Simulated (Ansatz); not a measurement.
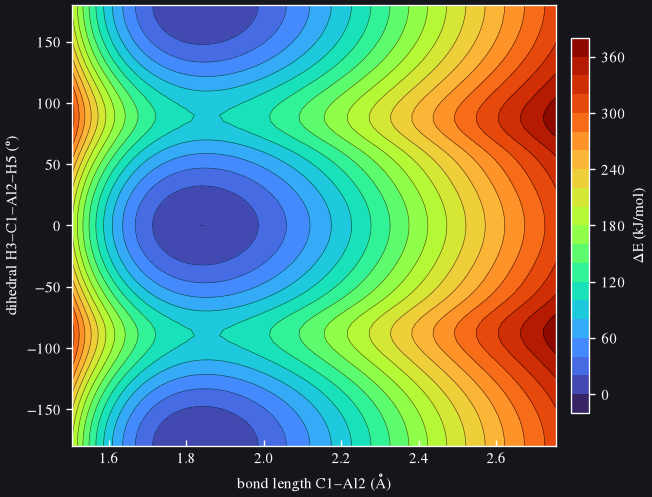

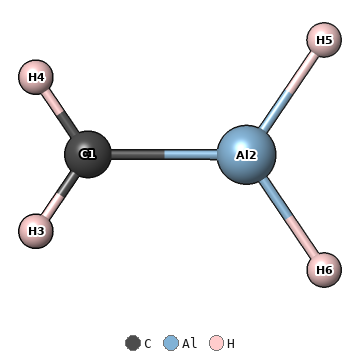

Energy landscape of CH₄Al, SMILES [CH2-][AlH2], charge −1. First axis: bond length C1–Al2. Second axis: dihedral H3–C1–Al2–H5. Nothing is relaxed (all other coordinates rigid). Grid: 15 × 15 points; 120 points were computed and 105 follow by symmetry. Points are written as (first, second). Energies are in kJ/mol, from the relaxed molecule at the same level. The reference is spin-restricted, which grows unreliable where a bond is stretched far. Theory: RKS PBE0-D4/def2-TZVPD (Ansatz 0.2.0).

Drawn: filled contours. Between grid points the surface is interpolated. The second picture is the structure at the lowest point.

**Summarise what can be read from the map.**

The lowest grid point is at (1.863 Å, −180°), 0.7 kJ/mol from the relaxed molecule at the same level; the map holds 2 wells of about this depth. The highest grid point, (2.755 Å, −84°), lies 370 kJ/mol above the lowest. On the interpolated surface the easiest way out of the lowest well to a well of about the same depth near (1.863 Å, −12°) passes a barrier of about 98.9 kJ/mol. Round the minimum the two coordinates are nearly uncoupled.

Time for the 120 points that were run: 110 s on 1 thread of AMD EPYC 9R45 96-Core Processor (Zen 5), on a shared host.
